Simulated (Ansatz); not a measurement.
# CH6SSi: taking an electron away, part 2 of 2

Ansatz 0.2.0, Gaussian basis; unrestricted cation, the program's frozen cores in correlated methods. The steps go on from the part before.

## (8) Cation, UKS B2PLYP (frozen core)/def2-TZVPP

Contents of in.yaml:

```yaml
crystal:
  periodic: [false, false, false]
  atoms:
    - {symbol: C, position_ang: [-0.689302, 1.018261, -0.888089]}
    - {symbol: S, position_ang: [1.021467, 0.429146, -0.730313]}
    - {symbol: Si, position_ang: [0.748583, -0.986597, 0.829700]}
    - {symbol: H, position_ang: [-1.359333, 0.206856, -1.172293]}
    - {symbol: H, position_ang: [-0.691676, 1.769919, -1.676857]}
    - {symbol: H, position_ang: [-1.033246, 1.478296, 0.038273]}
    - {symbol: H, position_ang: [2.081281, -1.581821, 1.092742]}
    - {symbol: H, position_ang: [-0.216046, -2.046390, 0.428823]}
    - {symbol: H, position_ang: [0.226870, -0.333868, 2.061015]}
basis:
  gaussian: {orbitals: def2-TZVPP}
total_charge: 1
magnetization: {spin_polarized: true, initial_magnetization: 1}
hamiltonian: {xc: {name: B2PLYP}}
```

Started as:

```sh
$ ansatz run in.yaml --threads 4 --pin off --events-out ev --progress --plain --max-ram 10444MiB
```

Output:

```text
Functional definition: B2PLYP
  name "B2PLYP"
  cite "Grimme, J. Chem. Phys. 124, 034108 (2006) doi:10.1063/1.2148954"
  cite "Becke, Phys. Rev. A 38, 3098 (1988) doi:10.1103/PhysRevA.38.3098"
  cite "Lee, Yang & Parr, Phys. Rev. B 37, 785 (1988) doi:10.1103/PhysRevB.37.785"
  parameter a = 0.53
  parameter c = 0.27
  exchange = (1 - a)*b88_x + a*exact_x
  correlation = (1 - c)*lyp_c + c*(mp2_os + mp2_ss)
1124 factors; integrals over basis functions are off by at most 8.3e-4 eV
mean field evaluation 1: about -19823.4991 eV, gradient 3.1e1 eV
mean field evaluation 2: about -19823.6387 eV, gradient 3.1e1 eV
mean field evaluation 4: about -19828.1941 eV, gradient 2.9e0 eV
mean field evaluation 8: about -19828.2685 eV, gradient 3.5e-1 eV
mean field evaluation 16: about -19828.2715 eV, gradient 2.7e-3 eV
mean field -19828.27152223 eV, -728.6755383568 hartree, gradient 7.3e-6 eV, S^2 0.758502; 0 other end points of the search recorded, 0 dependent functions left out
11 core orbitals not correlated: weight in the atoms' cores, before any rotation towards them, 1.000 or more for the frozen orbitals, at most 0.000 for the correlated occupied ones
reference -19828.27169137 eV, -728.6755445727 hartree; 10, 9 occupied and 178, 179 virtual orbitals, 1124 factors
second order -14.94481207 eV of doubles, -0.00000000 eV of singles
Total energy: -19832.30679063 eV, -728.8238317354 hartree
```

It took 3.3 s on 4 threads of Arm Neoverse V2, shared host; peak memory 0.5 GiB.

Less the neutral's -19841.4503 eV (earlier run), this gives 9.144 eV. ⟨S²⟩ = 0.759.

## (9) Cation, UHF-CCSD(T)/def2-TZVPP

Changes to in.yaml since step 8:

```diff
@@ -16,2 +16,3 @@
 magnetization: {spin_polarized: true, initial_magnetization: 1}
-hamiltonian: {xc: {name: B2PLYP}}
+correlation: {method: ccsd_t}
+scf: {omitted_lower_state_checks: [cluster_reference]}
```

The command is unchanged.

Output:

```text
Functional definition: HF
  name "HF"
  cite "Fock, Z. Phys. 61, 126 (1930) doi:10.1007/BF01340294"
  parent pbe
  exchange = exact_x
  correlation = 0
these checks for a lower state are left out or cut short: cluster_reference
1124 factors; integrals over basis functions are off by at most 8.3e-4 eV
mean field evaluation 1: about -19795.2124 eV, gradient 2.1e1 eV
mean field evaluation 2: about -19795.2196 eV, gradient 2.1e1 eV
mean field evaluation 4: about -19798.3148 eV, gradient 3.0e0 eV
mean field evaluation 8: about -19798.4987 eV, gradient 2.0e-1 eV
mean field -19798.49986426 eV, -727.5814501062 hartree, gradient 6.2e-6 eV, S^2 0.765996; 0 other end points of the search recorded, 0 dependent functions left out
11 core orbitals not correlated: weight in the atoms' cores, before any rotation towards them, 1.000 or more for the frozen orbitals, at most 0.000 for the correlated occupied ones
reference -19798.49986426 eV, -727.5814501062 hartree; 10, 9 occupied and 178, 179 virtual orbitals, 1124 factors
second order -12.08066533 eV of doubles, -0.00000000 eV of singles
cycle   1  -13.12359323 eV  change    -1.0e0 eV  update   8.7e-2
cycle   2  -13.56509799 eV  change   -4.4e-1 eV  update   2.9e-2
cycle   3  -13.62681777 eV  change   -6.2e-2 eV  update   1.5e-2
cycle   4  -13.62311629 eV  change    3.7e-3 eV  update   7.2e-3
cycle   5  -13.62346930 eV  change   -3.5e-4 eV  update   3.8e-3
cycle   6  -13.62376444 eV  change   -3.0e-4 eV  update   1.6e-3
cycle   7  -13.62418635 eV  change   -4.2e-4 eV  update   6.7e-4
cycle   8  -13.62438522 eV  change   -2.0e-4 eV  update   2.8e-4
cycle   9  -13.62433426 eV  change    5.1e-5 eV  update   1.5e-4
cycle  10  -13.62431384 eV  change    2.0e-5 eV  update   5.6e-5
cycle  11  -13.62432251 eV  change   -8.7e-6 eV  update   2.2e-5
perturbative correction -0.52474845 eV, -0.0192841498 hartree
Total energy: -19812.64893522 eV, -728.1014188734 hartree
Checks for a lower state left out: cluster_reference
```

Wall time 64 s (4 threads of Arm Neoverse V2, shared host); peak memory 5.6 GiB.

Less the neutral's -19821.8529 eV (earlier run), this gives 9.204 eV. ⟨S²⟩ = 0.766. T1 = 0.017 (report).

## (10) Cation, UHF-MP2/def2-QZVPP

Changes to in.yaml since step 9:

```diff
@@ -13,6 +13,6 @@
 basis:
-  gaussian: {orbitals: def2-TZVPP}
+  gaussian: {orbitals: "def2-QZVPP.json"}
 total_charge: 1
 magnetization: {spin_polarized: true, initial_magnetization: 1}
-correlation: {method: ccsd_t}
+correlation: {method: mp2}
 scf: {omitted_lower_state_checks: [cluster_reference]}
```

Launched as before.

Output:

```text
Functional definition: HF
  name "HF"
  cite "Fock, Z. Phys. 61, 126 (1930) doi:10.1007/BF01340294"
  parent pbe
  exchange = exact_x
  correlation = 0
these checks for a lower state are left out or cut short: cluster_reference
2203 factors; integrals over basis functions are off by at most 7.8e-4 eV
mean field evaluation 1: about -19795.5325 eV, gradient 2.2e1 eV
mean field evaluation 2: about -19795.5349 eV, gradient 2.2e1 eV
mean field evaluation 4: about -19798.9197 eV, gradient 3.1e0 eV
mean field evaluation 8: about -19799.1160 eV, gradient 2.1e-1 eV
mean field -19799.11736236 eV, -727.6041427429 hartree, gradient 5.4e-6 eV, S^2 0.766424; 1 other end points of the search recorded, 0 dependent functions left out
11 core orbitals not correlated: weight in the atoms' cores, before any rotation towards them, 1.000 or more for the frozen orbitals, at most 0.000 for the correlated occupied ones
reference -19799.11736236 eV, -727.6041427429 hartree; 10, 9 occupied and 356, 357 virtual orbitals, 2203 factors
second order -12.98877456 eV of doubles, -0.00000000 eV of singles
Total energy: -19812.10613692 eV, -728.0814714039 hartree
Checks for a lower state left out: cluster_reference
```

Wall time 11 s (4 threads of Arm Neoverse V2, shared host); peak memory 1.7 GiB.

The neutral molecule at this level: -19821.5146 eV. Difference: 9.408 eV. ⟨S²⟩ = 0.766.

## (11) The basis-set limit

No new run: Hartree-Fock is extrapolated as exp(−7.88√X) and correlation as X^−2.97, with X = 3 and 4; only MP2 was run in the larger set, so CCSD(T) minus MP2 is added from the smaller one.

| level | energy at the limit (eV) |
| --- | --- |
| HF | -19799.2024 |
| MP2 | -19812.8639 |
| CCSD | -19814.4075 |
| CCSD(T) | -19814.9323 |

The neutral's limit, from its own earlier runs, is -19824.2967 eV in the additive form (MP2 limit plus CCSD(T) minus MP2 in triple zeta), in which the cation has -19814.9323 eV.

## (12) The ladder

Differences are taken before rounding.

| method | ionisation energy (eV) | from CCSD(T)/CBS (eV) | time |
| --- | --- | --- | --- |
| PBE-D4 | 9.01 | -0.36 | 3.2 s |
| r2SCAN-D4 | 9.04 | -0.32 | 5.6 s |
| PBE0-D4 | 9.12 | -0.25 | 3.6 s |
| B3LYP-D4 | 9.17 | -0.19 | 4.1 s |
| ωB97X-V | 9.22 | -0.14 | 9.5 s |
| ωB97M-V | 9.22 | -0.15 | 12 s |
| B2PLYP | 9.14 | -0.22 | 5.4 s |
| HF/def2-TZVPP | 8.16 | -1.20 |  |
| MP2/def2-TZVPP | 9.32 | -0.05 |  |
| CCSD/def2-TZVPP | 9.15 | -0.22 |  |
| CCSD(T)/def2-TZVPP | 9.20 | -0.16 | 80 s |
| CCSD(T)/CBS | 9.36 | 0 | 97 s |

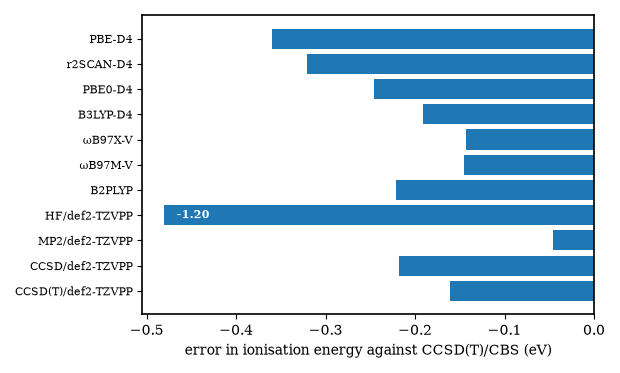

Error of each method against CCSD(T)/CBS. Bars with a number in them are cut short.

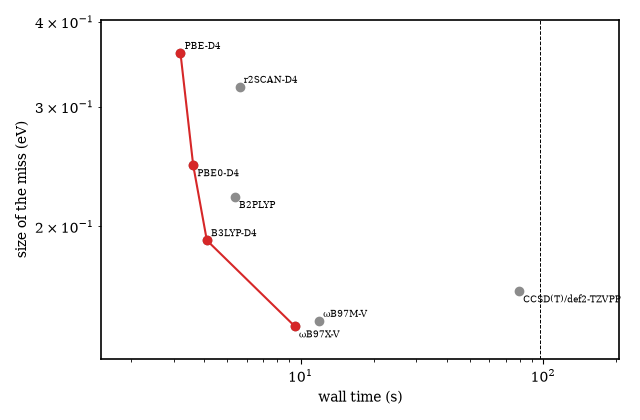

Accuracy for the time spent; red marks the levels that beat every quicker one drawn (of those quicker than the yardstick), and the dashed line is the time of CCSD(T)/CBS. Times are from a shared host.

Times add the cation's run and the neutral's; HF, MP2 and CCSD come out of the CCSD(T) runs.

For comparison, −ε(HOMO) of the neutral from earlier runs:

| functional | −ε(HOMO) (eV) | by energy difference (eV) |
| --- | --- | --- |
| LDA (SPW92) | 5.82 |  |
| PBE-D4 | 5.75 | 9.01 |
| revPBE-D4 | 5.71 |  |
| BLYP-D4 | 5.59 |  |
| r2SCAN-D4 | 6.00 | 9.04 |
| B97M-V | 6.15 |  |
| PBE0-D4 | 6.95 | 9.12 |
| B3LYP-D4 | 6.71 | 9.17 |
| r2SCANh-D4 | 6.44 |  |
| r2SCAN0-D4 | 7.11 |  |
| HSE06-D4 | 6.55 |  |
| BHLYP-D4 | 8.02 |  |
| CAM-B3LYP-D4 | 8.26 |  |
| LC-ωPBE | 9.65 |  |
| ωB97X-V | 9.30 | 9.22 |
| ωB97M-V | 9.14 | 9.22 |

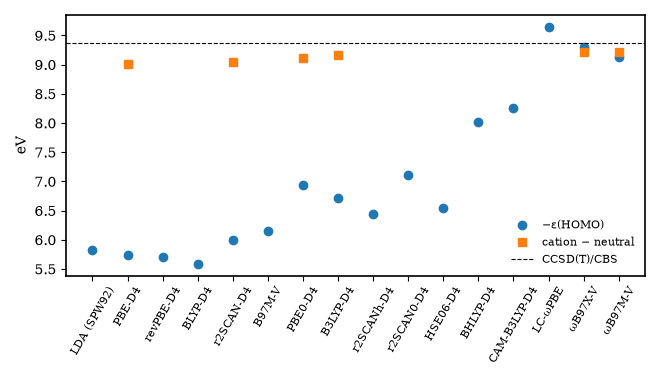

Orbital estimates and energy differences by functional.

## (13) Results

The summary covers parts 1 to 2.

| quantity | value |
| --- | --- |
| ionisation energy, CCSD(T)/CBS | 9.36 eV |
| nearest functional by difference | ωB97X-V (-0.14 eV) |
| nearest −ε(HOMO) | ωB97X-V (-0.07 eV) |
| −ε(HOMO) of PBE | 5.75 eV |
| T1 of the cation | 0.017 |

Energy differences with functionals land within 0.36 eV of the reference. −ε(HOMO) of PBE misses by 3.6 eV, since self-interaction lifts the level. Among orbital estimates ωB97X-V comes nearest. Hartree-Fock falls 1.20 eV short, as the neutral has more correlation energy than the cation.

For cost: ωB97X-V gets within 0.14 eV in 9.5 s, where CCSD(T)/CBS took 97 s; the quickest level in the cost chart, PBE-D4, takes 3.2 s and misses by 0.36 eV.
